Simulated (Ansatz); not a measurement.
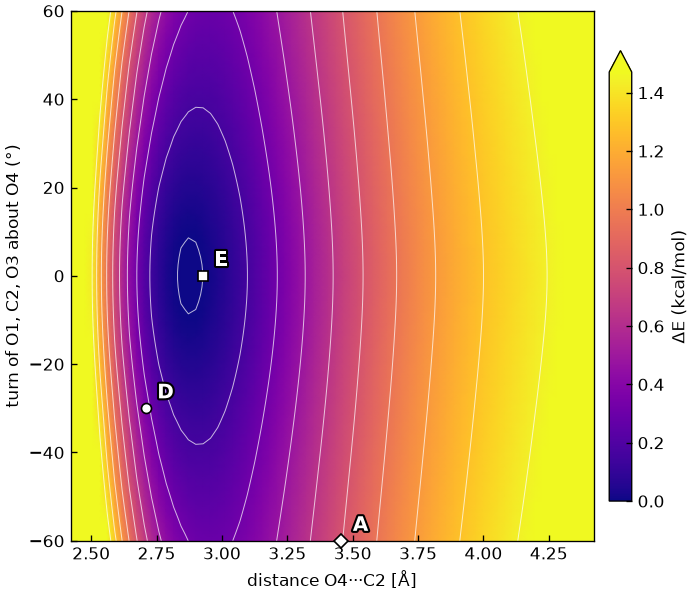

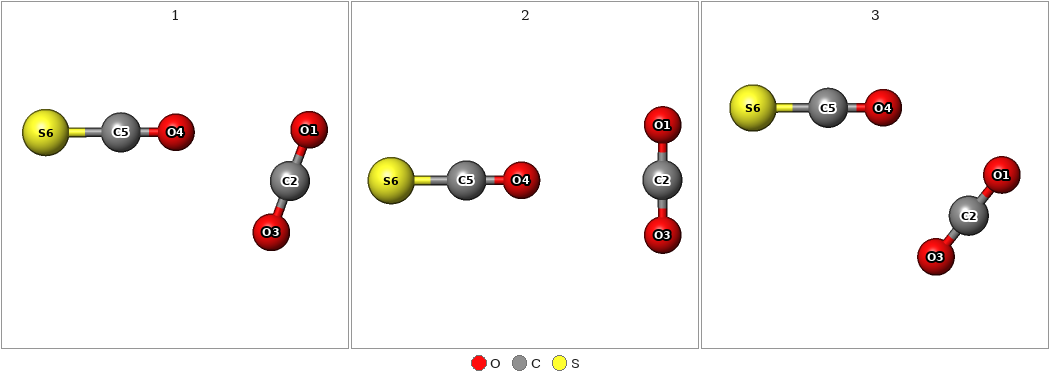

The pair CO₂···COS. The turn is about an axis along (0.74, 0.67, 0.02) in the frame of the relaxed pair, normal to the line between the partners. The first coordinate is: distance O4···C2; the second: turn of O1, C2, O3 about O4. The scan uses a 9 × 9 grid; 67 points were computed and 14 follow by symmetry. Points are written as (first, second). Energies are in kcal/mol, from the lowest grid point. These are results of RKS BHLYP-D4/def2-SVPD in Ansatz, not measurements.

Drawn: a smooth colour map with a few white contour lines, one colour for all values above the top of the scale, lettered points. Between grid points the surface is interpolated. The numbered pictures are the structures at these points, in random order.

Question: Which structure belongs to which point?

Answer: A is structure 3: (3.456 Å, −60°), 0.79 kcal/mol; D is structure 1: (2.708 Å, −30°), 0.37 kcal/mol; E is structure 2: (2.927 Å, 0°), 0.00 kcal/mol.
